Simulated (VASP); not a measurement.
Band structure of Ru2SrAs2 (space group I4/mmm). Calculation: LDA (Ceperley-Alder, Perdew-Zunger), VASP's LDA PAW potentials (set 64) (plane waves; VASP 6.6.1).

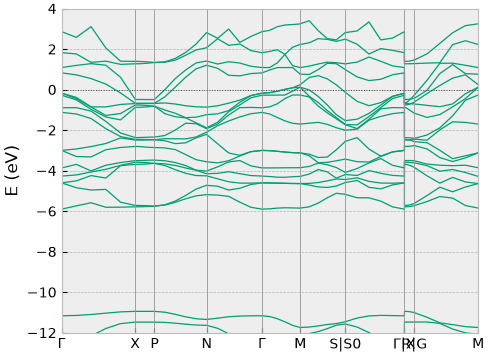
Fig. 1. Bands along high-symmetry lines, zero at the valence-band maximum or, without a gap, the Fermi level

Question: Read the plot: is there a gap, and where are the band edges?

Answer: It has no gap at this level: it comes out as a metal or semimetal.

The structure comes from a computed database's Ru2SrAs2 entry (I4/mmm); how it stands against other phases isn't given here. The cell was not relaxed at this level. The k-mesh is coarse (spacing up to 0.35 per Å, 2π included), so the numbers may not be converged in it.
